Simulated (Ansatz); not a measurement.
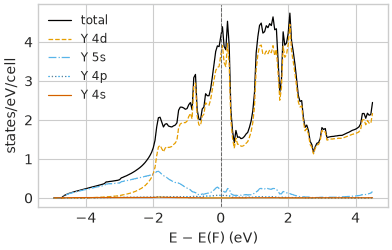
*Total and projected density of states of Y (hcp (Mg type), P6_3/mmc), the program Ansatz at the PBEsol level (PAW)*

**Question.** Which orbitals carry the states next to the Fermi level?

**Answer.** Within 0.5 eV of the Fermi level: Y 4d 89 %, Y 5s 5 %. Projections are on Löwdin-orthogonalised atomic valence shells; empty p or d shells of many metals are not among them.

The cell was relaxed with PBEsol under the symmetry of its start. The workflow began spin-polarised and lost its moments. Spin–orbit coupling is left out wherever it is not named.

Potentials: the earlier of the program's two PAW sets. The files were generated under PBE; for other functionals the program regenerates the frozen cores, and for LDA and PBEsol the local potential too.
